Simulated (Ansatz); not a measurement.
CH5BOSi (SMILES O=BC[SiH3])

Input

```
crystal:
  periodic: [false, false, false]
  atoms:
    - symbol: C
      position_ang: [-1.099673, -0.841890, 1.871591]
    - symbol: B
      position_ang: [-1.866459, 0.420915, 2.257542]
    - symbol: O
      position_ang: [-2.471512, 1.425705, 2.539485]
    - symbol: Si
      position_ang: [-0.662181, -0.918738, 0.026740]
    - symbol: H
      position_ang: [-1.706728, -1.724798, 2.132546]
    - symbol: H
      position_ang: [-0.169899, -0.892833, 2.462395]
    - symbol: H
      position_ang: [0.077341, -2.186881, -0.243909]
    - symbol: H
      position_ang: [-1.910740, -0.889019, -0.788705]
    - symbol: H
      position_ang: [0.198528, 0.244293, -0.335585]
basis:
  gaussian:
    orbitals: def2-TZVPD
output:
  forces: true
  orbitals: {seedname: orbitals}
hamiltonian:
  xc: {name: PBE0}
```

Run with:

```sh
ansatz run input.yaml --threads 2 --pin off --max-ram 4350MiB --events-out events.jsonl --progress --plain --runs-dir runs
```

Geometry: PBE0-D3(BJ)/def2-SVP.

These are results of isolated molecule in a Gaussian basis; Kohn-Sham density functional theory, functional PBE0 in Ansatz 0.2.0, not measurements.

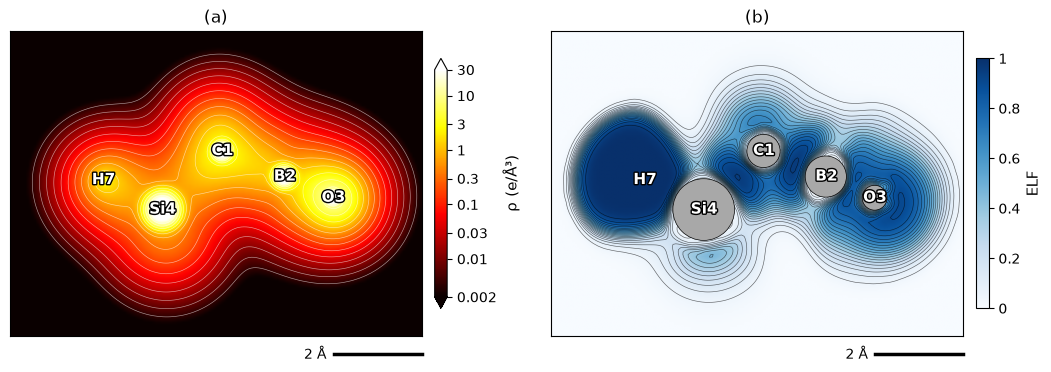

Figure 1. (a) total electron density; (b) electron localisation function on the plane of atoms C1, Si4 and H7. Grey discs cover the atomic cores in the ELF map.

What does the map show?

- The section cuts through C, B, O, Si and H sites.
- B–O (1.21 Å): ρ at the midpoint is about 3 e/Å³; the ELF peaks at about 0.85 between the atoms, as expected for a polar covalent bond.
- C–B (1.53 Å): ρ is about 1.5 e/Å³ halfway; the ELF peaks at about 0.95 between the atoms: localised, covalent bonding.
- C–Si (1.90 Å): ρ at the midpoint is about 0.9 e/Å³; the ELF peaks at about 0.95 between the atoms (a shared electron pair).
- Si–H (1.49 Å): the density is about 0.81 e/Å³ at the midpoint; the ELF climbs to about 1 towards the hydrogen, as it does in any bond to H.
- The ELF also peaks beside O3, away from the bonds: lone-pair regions.

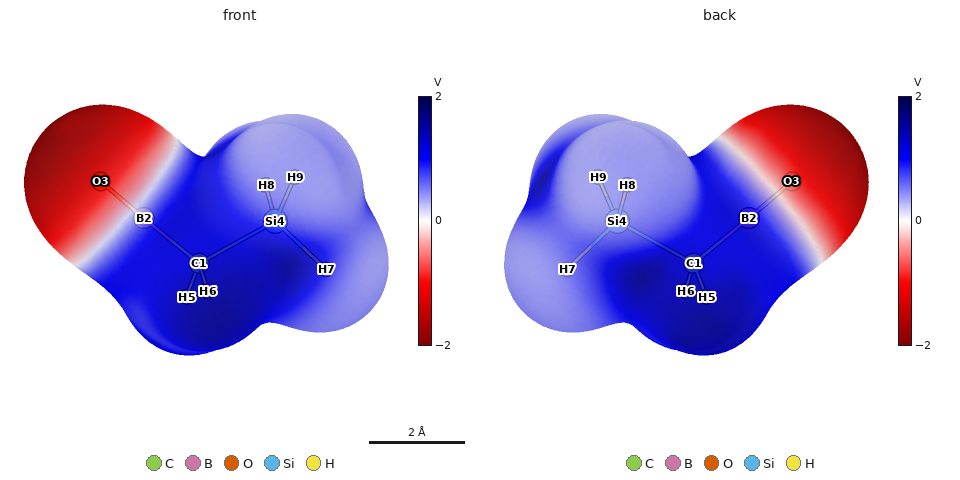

Figure 2. The molecular electrostatic potential painted on the density surface at 0.002 e/bohr³, seen from the front and from behind; red is negative and blue positive.

Describe the electrostatic potential map.

The most negative region (about −1.9 V) lies over O3, the most positive (about +1.6 V) over Si4, H5 and H6. O3 is the likeliest acceptor of a hydrogen bond.

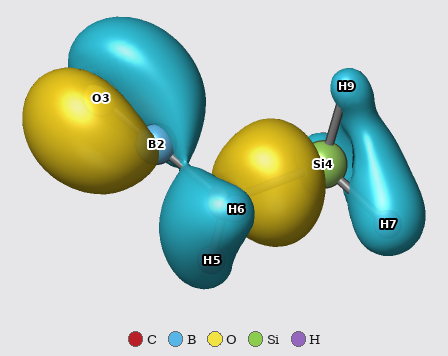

Figure 3. The HOMO at ±0.08 Å⁻³ᐟ² (yellow and cyan are the two phases), seen at a tilt.

Describe this orbital and give its energy.

By Hirshfeld shares it lies mainly on O3 (about 50 %), C1 (about 15 %), B2 (about 15 %) and Si4 (about 10 %). Its energy is −9.41 eV.
